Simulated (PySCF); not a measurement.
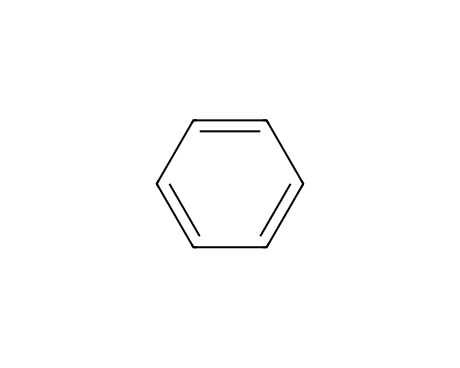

The drawing above gives the connectivity. Computed geometry: PBE0-D3(BJ)/def2-SVP optimisation. No frequency run is at hand to confirm it as a minimum.

Describe the 3D structure.

Formula C6H6. SMILES: `c1ccccc1`. Independent rings (smallest set): 1 of 6 members, 1 of them aromatic. This geometry has D6h symmetry. All atoms lie on one plane. Coordination: 6 C trigonal planar.

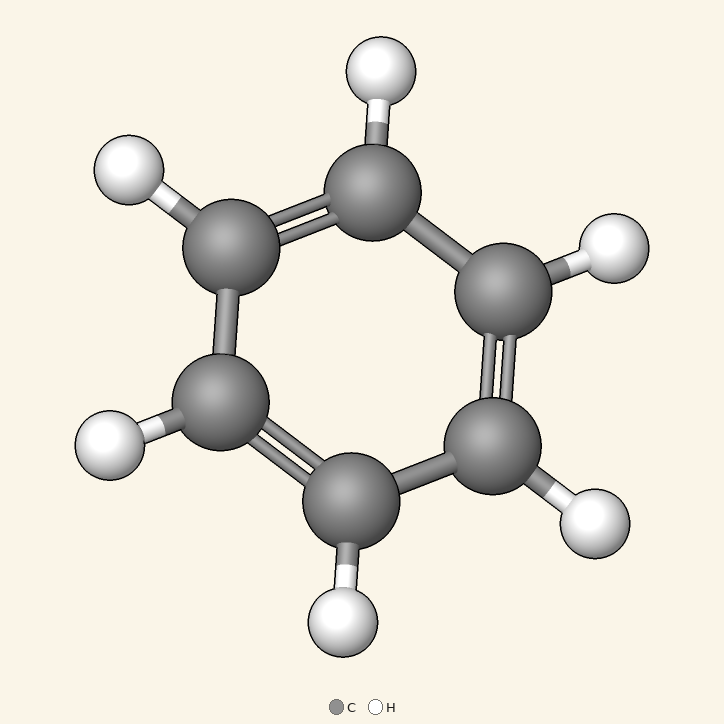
